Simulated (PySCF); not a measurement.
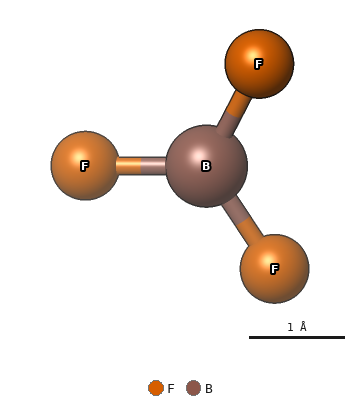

*The input geometry (ball-and-stick view, seen at a tilt).*

Bond lengths as drawn: B–F 1.31 Å.

Run report: BF3 (charge −1), single-point calculation

BF3, charge −1, multiplicity 2, computed with PBE/aug-cc-pVDZ, UKS (PySCF 2.14.0).

The geometry is that of the parent species in another charge or spin state. The geometry comes from this level: PBE0-D4/def2-TZVP.

What the program printed
```
PySCF version 2.14.0

[INPUT] num. atoms = 4
[INPUT] num. electrons = 33
[INPUT] charge = -1
[INPUT] spin (= nelec alpha-beta = 2S) = 1
[INPUT] symmetry False subgroup None
[INPUT] Mole.unit = bohr
[INPUT] Symbol           X                Y                Z      unit          X                Y                Z       unit  Magmom
[INPUT]  1 F      0.543869816181   0.210740061654   1.174280215082 AA    1.027765000000   0.398241000000   2.219068000000 Bohr   0.0
[INPUT]  2 B      0.000020108734   0.000000000000   0.000010054367 AA    0.000038000000   0.000000000000   0.000019000000 Bohr   0.0
[INPUT]  3 F     -0.265170171215  -1.223510100191  -0.389619950970 AA   -0.501099000000  -2.312099000000  -0.736275000000 Bohr   0.0
[INPUT]  4 F     -0.278729808067   1.012770038537  -0.784660264112 AA   -0.526723000000   1.913858000000  -1.482793000000 Bohr   0.0

nuclear repulsion = 111.109135395245
number of shells = 32
number of NR pGTOs = 140
number of NR cGTOs = 92
basis = aug-cc-pvdz
ecp = {}

******** <class 'pyscf.dft.uks.UKS'> ********
method = UKS
initial guess = minao
damping factor = 0
level_shift factor = 0
DIIS = <class 'pyscf.scf.diis.CDIIS'>
diis_start_cycle = 1
diis_space = 8
diis_damp = 0
SCF conv_tol = 1e-10
SCF conv_tol_grad = None
SCF max_cycles = 50
direct_scf = True
direct_scf_tol = 1e-13
number electrons alpha = 17  beta = 16
XC library pyscf.dft.libxc version 7.0.0
    S. Lehtola, C. Steigemann, M. J.T. Oliveira, and M. A.L. Marques.,  SoftwareX 7, 1–5 (2018)
XC functionals = pbe
    J. P. Perdew, K. Burke, and M. Ernzerhof.,  Phys. Rev. Lett. 77, 3865 (1996)
    J. P. Perdew, K. Burke, and M. Ernzerhof.,  Phys. Rev. Lett. 78, 1396 (1997)
    J. P. Perdew, K. Burke, and M. Ernzerhof.,  Phys. Rev. Lett. 77, 3865 (1996)
    J. P. Perdew, K. Burke, and M. Ernzerhof.,  Phys. Rev. Lett. 78, 1396 (1997)
radial grids:
    Treutler-Ahlrichs [JCP 102, 346 (1995); DOI:10.1063/1.469408] (M4) radial grids

becke partition: Becke, JCP 88, 2547 (1988); DOI:10.1063/1.454033
pruning grids: <function nwchem_prune>
grids dens level: 5
symmetrized grids: False
atomic radii adjust function: <function treutler_atomic_radii_adjust>
small_rho_cutoff = 0
Set gradient conv threshold to 1e-05
tot grids = 174792
init E= -324.682273619484
  alpha nocc = 17  HOMO = -0.0386417520204603  LUMO = -0.0302669122045049
  beta  nocc = 16  HOMO = -0.445225493683479  LUMO = -0.0386417520204612

WARN: HOMO -0.0386417520204603 >= LUMO -0.0386417520204612

cycle= 1 E= -324.1461966473  delta_E= 0.536  |g|= 0.502  |ddm|= 2.84
  alpha nocc = 17  HOMO = 0.108739624252983  LUMO = 0.154618426509553
  beta  nocc = 16  HOMO = -0.0481701736812132  LUMO = 0.137822181890588
  HOMO = 0.108739624253  LUMO = 0.137822181891  gap/eV = 0.79138
cycle= 2 E= -323.939356647731  delta_E= 0.207  |g|= 0.977  |ddm|=  6.5
  alpha nocc = 17  HOMO = 0.0971953936479677  LUMO = 0.143796701158089
  beta  nocc = 16  HOMO = -0.174700566811624  LUMO = 0.121936346672378
  HOMO = 0.097195393648  LUMO = 0.121936346672  gap/eV = 0.67324
cycle= 3 E= -324.241523376887  delta_E= -0.302  |g|= 0.0258  |ddm|= 0.865
  alpha nocc = 17  HOMO = 0.0870167642369708  LUMO = 0.133347912386252
  beta  nocc = 16  HOMO = -0.19445651838571  LUMO = 0.108721436685073
  HOMO = 0.087016764237  LUMO = 0.108721436685  gap/eV = 0.59061
cycle= 4 E= -324.241832762563  delta_E= -0.000309  |g|= 0.014  |ddm|= 0.309
  alpha nocc = 17  HOMO = 0.0857770338429473  LUMO = 0.13228963988892
  beta  nocc = 16  HOMO = -0.194692843208498  LUMO = 0.107100266051856
  HOMO = 0.0857770338429  LUMO = 0.107100266052  gap/eV = 0.58023
cycle= 5 E= -324.241936928588  delta_E= -0.000104  |g|= 0.00139  |ddm|= 0.311
  alpha nocc = 17  HOMO = 0.0852076968152087  LUMO = 0.131578457409425
  beta  nocc = 16  HOMO = -0.19539916668819  LUMO = 0.106317819140745
  HOMO = 0.0852076968152  LUMO = 0.106317819141  gap/eV = 0.57444
cycle= 6 E= -324.24193939252  delta_E= -2.46e-06  |g|= 0.000329  |ddm|= 0.141
  alpha nocc = 17  HOMO = 0.085135753443744  LUMO = 0.13144322133773
  beta  nocc = 16  HOMO = -0.195518869310799  LUMO = 0.106197032601423
  HOMO = 0.0851357534437  LUMO = 0.106197032601  gap/eV = 0.57311
cycle= 7 E= -324.241939509011  delta_E= -1.16e-07  |g|= 5.95e-05  |ddm|= 0.029
  alpha nocc = 17  HOMO = 0.085129257007365  LUMO = 0.131420732980321
  beta  nocc = 16  HOMO = -0.195530915588999  LUMO = 0.106179710139047
  HOMO = 0.0851292570074  LUMO = 0.106179710139  gap/eV = 0.57281
cycle= 8 E= -324.241939509972  delta_E= -9.61e-10  |g|= 8.31e-05  |ddm|= 0.00643
  alpha nocc = 17  HOMO = 0.085128295575748  LUMO = 0.131417970538473
  beta  nocc = 16  HOMO = -0.19553269339869  LUMO = 0.106177446118026
  HOMO = 0.0851282955757  LUMO = 0.106177446118  gap/eV = 0.57278
cycle= 9 E= -324.241939513131  delta_E= -3.16e-09  |g|= 9.08e-06  |ddm|= 0.00101
  alpha nocc = 17  HOMO = 0.0851275627575729  LUMO = 0.131417318063405
  beta  nocc = 16  HOMO = -0.195533974628374  LUMO = 0.106176549298474
  HOMO = 0.0851275627576  LUMO = 0.106176549298  gap/eV = 0.57277
cycle= 10 E= -324.241939513124  delta_E= 6.99e-12  |g|= 8.23e-06  |ddm|= 0.000197
  alpha nocc = 17  HOMO = 0.085127746389861  LUMO = 0.131417612049716
  beta  nocc = 16  HOMO = -0.195533471022721  LUMO = 0.106176825681541
  HOMO = 0.0851277463899  LUMO = 0.106176825682  gap/eV = 0.57277
```

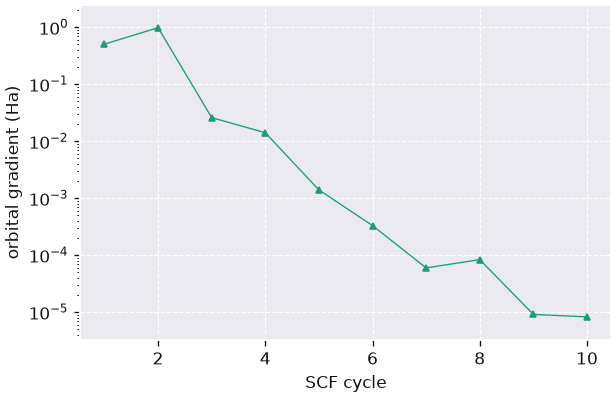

*Convergence of the self-consistent field: orbital gradient against the SCF cycle.*

The residual falls almost steadily, with no more than small rises.

```
Extra cycle  E= -324.24193951303  delta_E= 9.39e-11  |g|= 1.51e-05  |ddm|= 0.000319
converged SCF energy = -324.24193951303  <S^2> = 0.75013579  2S+1 = 2.0001358
E(PBE) = -324.241939513
```

This output came from the following input.

Input (run.py)
```python
from pyscf import gto, dft

mol = gto.Mole()
mol.atom = '''
F      1.027765     0.398241     2.219068
B      0.000038     0.000000     0.000019
F     -0.501099    -2.312099    -0.736275
F     -0.526723     1.913858    -1.482793
'''
mol.unit = 'bohr'
mol.charge = -1
mol.spin = 1
mol.max_memory = 1860
mol.basis = 'aug-cc-pvdz'
mol.verbose = 4
mol.build()

ks = dft.UKS(mol)
ks.xc = 'pbe'
ks.grids.level = 5
ks.conv_tol = 1e-10
ks.kernel()
if not ks.converged:
    ks = ks.newton().run(ks.mo_coeff, ks.mo_occ)

e_tot = ks.e_tot
print('E(%s) = %.9f' % ('PBE', e_tot))
```

Launch command:
```bash
OMP_NUM_THREADS=1 python run.py
```

Key numbers

- outcome: converged
- total energy: −324.241940 hartree
- basis functions: 92
- ⟨S²⟩: 0.750
- hardware: 1 thread of Arm Neoverse V2, 24 GiB of memory available, shared host
- wall time: 18 s
- peak memory: 0.46 GiB

The record of the run, not the program, notes: dipole of an ion depends on the origin; logged alpha LUMO and gap are faulty.
